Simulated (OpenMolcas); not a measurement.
# One shape, several levels: triplet AlF3

Wanted: a comparison of 6 runs (UHF/6-311+G**, U-r2SCAN/6-311+G**, UB3LYP/6-311+G**, UPBE/6-311+G**, USVWN5/6-311+G**, UTPSS/6-311+G**) of triplet AlF3. 

The results are computed with OpenMolcas 26.06.

5 further runs of the same task are left out: 1 that didn't finish, 4 set aside as unsound or not needed.

### Step 1. The structure to begin with

The species is AlF3 (4 atoms), meant as a triplet with charge 0. SMILES of the parent species: `F[Al](F)F`. Geometry: relaxed at PBE0-D4/def2-TZVP. That shape belongs to the parent species and isn't relaxed for this state.

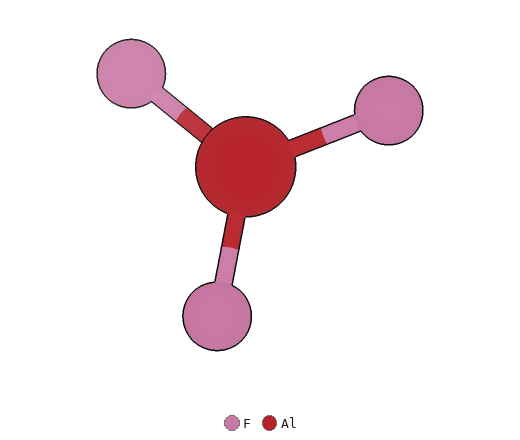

The structure, seen from a chosen angle (fluorine pink, aluminium red).

### Step 2. The energy at UHF/6-311+G(d,p) (run 1)

File calc.input:

```
>>> EXPORT MOLCAS_PRINT=2

&GATEWAY
 BasLib=$CurrDir
 Coord
 4
 angstrom
 F        0.859410      -0.722590       1.180170
 Al       0.000000      -0.000010       0.000000
 F       -1.440740      -0.612530      -0.450110
 F        0.581330       1.335130      -0.730040
 Basis=6-311pGss
 Group=NoSym

&SEWARD

&SCF
 UHF
 Spin=3
 Thresholds=1e-10 1e-07 1e-07 1e-05
 PrOrbitals=0
```

The basis set 6-311+G** is read from a file made from the Basis Set Exchange's data (not shown).

The run is started by

```console
$ export MOLCAS_MEM=1860
$ pymolcas calc.input > calc.log
```

The log of the run:

```text
--- Start Module: gateway ---
[...]
--- Stop Module: gateway /rc=_RC_ALL_IS_WELL_ ---
--- Start Module: seward ---
[...]
      Basis functions           96
--- Stop Module: seward /rc=_RC_ALL_IS_WELL_ ---
[...]
--- Start Module: scf ---
[...]
       Convergence after  38 Iterations
[...]
::    Total SCF energy                               -540.1745413160
[...]
      Total spin, S                                     1.0207256093
[...]
      Total electronic charge=   40.000000
      Total            charge=   -0.000000
[...]
      Dipole Moment (debye):
      Origin of the operator (angstrom)=    0.0000   -0.0000    0.0000
                   X= -3.8653E-04               Y=  5.0727E-04               Z=  5.8736E-04           Total=  8.6702E-04
      Quadrupole Moment (debye*angstrom):
[...]
--- Stop Module: scf /rc=_RC_ALL_IS_WELL_ ---
[...]
```

Wall time 18 s (1 thread of Arm Neoverse V1, shared host); peak memory 0.53 GiB.

### Step 3. The energy at U-r2SCAN/6-311+G(d,p) (run 2)

File job.inp:

```
>>> EXPORT MOLCAS_PRINT=2
&GATEWAY
BasLib
$CurrDir
Coord
4
angstrom
F        0.859410      -0.722590       1.180170
Al       0.000000      -0.000010       0.000000
F       -1.440740      -0.612530      -0.450110
F        0.581330       1.335130      -0.730040
Basis
6-311pGss
Group
NoSym
&SEWARD
GridInput
Grid=UltraFine
End of Grid
&SCF
UHF
Spin
3
KSDFT
2
1.0 MGGA_X_R2SCAN
1.0 MGGA_C_R2SCAN
Thresholds
1e-10 1e-07 1e-07 1e-05
PrOrbitals
1 1
```

The basis set 6-311+G** is read from a file made from the Basis Set Exchange's data (not shown).

The run is started by

```console
$ export MOLCAS_MEM=1860
$ pymolcas job.inp > job.log
```

The log of the run:

```text
--- Start Module: gateway ---
[...]
--- Stop Module: gateway /rc=_RC_ALL_IS_WELL_ ---
--- Start Module: seward ---
[...]
      Basis functions           96
--- Stop Module: seward /rc=_RC_ALL_IS_WELL_ ---
[...]
--- Start Module: scf ---
[...]
       Convergence after  36 Iterations
[...]
::    Total KS-DFT energy                            -541.8479928148
[...]
      Total spin, S                                     1.0017743185
[...]
      Total electronic charge=   40.000000
      Total            charge=   -0.000000
[...]
      Dipole Moment (debye):
      Origin of the operator (angstrom)=    0.0000   -0.0000    0.0000
                   X= -1.8388E-04               Y= -1.0111E-04               Z=  2.1324E-04           Total=  2.9918E-04
      Quadrupole Moment (debye*angstrom):
[...]
--- Stop Module: scf /rc=_RC_ALL_IS_WELL_ ---
[...]
```

It took 83 s on 1 thread of Arm Neoverse V1, shared host; peak memory 0.53 GiB.

Runs 3 to 4 aren't shown in full; the table further down has their settings and results.

### Step 4. The energy at USVWN5/6-311+G(d,p) (run 5)

File input.xyz:

```xyz
4

F      0.859410    -0.722590     1.180170
Al     0.000000    -0.000010     0.000000
F     -1.440740    -0.612530    -0.450110
F      0.581330     1.335130    -0.730040
```

File job.input:

```
* AlF3 Kohn-Sham DFT
&GATEWAY
BasLib=$CurrDir
Coord=input.xyz
Basis=6-311pGss
Group=NoSym
&SEWARD
GridInput
Grid=UltraFine
End of Grid
&SCF
UHF
Spin=3
KSDFT=SVWN5
Thresholds=1e-10 1e-07 1e-07 1e-05
PrOrbitals=0
```

The basis set 6-311+G** is read from a file made from the Basis Set Exchange's data (not shown).

The run is started by

```console
$ export MOLCAS_MEM=1860
$ pymolcas job.input > job.log
```

The log of the run:

```text
--- Start Module: gateway ---
[...]
--- Stop Module: gateway /rc=_RC_ALL_IS_WELL_ ---
--- Start Module: seward ---
[...]
      Basis functions           96
--- Stop Module: seward /rc=_RC_ALL_IS_WELL_ ---
[...]
--- Start Module: scf ---
[...]
       Convergence after  32 Iterations
[...]
::    Total KS-DFT energy                            -539.0722542292
[...]
      Total spin, S                                     1.0004522242
[...]
      Total electronic charge=   40.000000
      Total            charge=   -0.000000
[...]
      Dipole Moment (debye):
      Origin of the operator (angstrom)=    0.0000   -0.0000    0.0000
                   X= -4.0031E-05               Y=  6.5594E-05               Z=  6.8019E-05           Total=  1.0262E-04
      Quadrupole Moment (debye*angstrom):
[...]
--- Stop Module: scf /rc=_RC_ALL_IS_WELL_ ---
[...]
```

Wall time 35 s (1 thread of Arm Neoverse V1, shared host); peak memory 0.53 GiB.

### Step 5. A single-point energy at UTPSS/6-311+G(d,p) (run 6)

File geom.xyz:

```xyz
4

F      0.859410    -0.722590     1.180170
Al     0.000000    -0.000010     0.000000
F     -1.440740    -0.612530    -0.450110
F      0.581330     1.335130    -0.730040
```

File job.inp:

```
&GATEWAY
  BasLib=$CurrDir
  Coord=geom.xyz
  Basis=6-311pGss
  Group=NoSym

&SEWARD
  GridInput
  Grid=UltraFine
  End of Grid

&SCF
  UHF
  Spin=3
  KSDFT=2
  1.0 MGGA_X_TPSS
  1.0 MGGA_C_TPSS
  Thresholds=1e-10 1e-07 1e-07 1e-05
  PrOrbitals=1
```

The basis set 6-311+G** is read from a file made from the Basis Set Exchange's data (not shown).

The run is started by

```console
$ export MOLCAS_MEM=1860
$ pymolcas job.inp > job.log
```

The log of the run:

```text
--- Start Module: gateway ---
[...]
--- Stop Module: gateway /rc=_RC_ALL_IS_WELL_ ---
--- Start Module: seward ---
[...]
      Basis functions           96
--- Stop Module: seward /rc=_RC_ALL_IS_WELL_ ---
[...]
--- Start Module: scf ---
[...]
       Convergence after  36 Iterations
[...]
::    Total KS-DFT energy                            -542.0350323496
[...]
      Total spin, S                                     1.0012102025
[...]
      Total electronic charge=   40.000000
      Total            charge=   -0.000000
[...]
      Dipole Moment (debye):
      Origin of the operator (angstrom)=    0.0000   -0.0000    0.0000
                   X= -5.8160E-05               Y=  1.0016E-04               Z=  1.0700E-04           Total=  1.5768E-04
      Quadrupole Moment (debye*angstrom):
[...]
--- Stop Module: scf /rc=_RC_ALL_IS_WELL_ ---
[...]
```

It took 87 s on 1 thread of Arm Neoverse V1, shared host; peak memory 0.53 GiB.

### Step 6. Overview of the runs

| run | level | integration grid | energy (Eh) | dipole moment (D) | HOMO energy (eV) | ⟨S²⟩ | wall time |
| --- | --- | --- | --- | --- | --- | --- | --- |
| 1 | UHF/6-311+G** | – | -540.174541 | 0.00 | -5.73 | 2.063 | 18 s |
| 2 | U-r2SCAN/6-311+G** | UltraFine | -541.847993 | 0.00 | -3.63 | 2.005 | 83 s |
| 3 | UB3LYP/6-311+G** | UltraFine | -542.007136 | 0.00 | -4.14 | 2.007 | 37 s |
| 4 | UPBE/6-311+G** | UltraFine | -541.591446 | 0.00 | -3.58 | 2.002 | 56 s |
| 5 | USVWN5/6-311+G** | UltraFine | -539.072254 | 0.00 | -3.68 | 2.001 | 35 s |
| 6 | UTPSS/6-311+G** | UltraFine | -542.035032 | 0.00 | -3.51 | 2.004 | 87 s |

### Step 7. What came out

```
                                 quantity          value
                      run 6: total energy  -542.03503 Eh
                     run 6: dipole moment         0.00 D
run 6: HOMO energy (highest over α and β)       -3.51 eV
                              run 6: ⟨S²⟩          2.004
```

Totals of different functionals can't be ranked against each other. All runs together took 5.3 min, the longest 87 s.
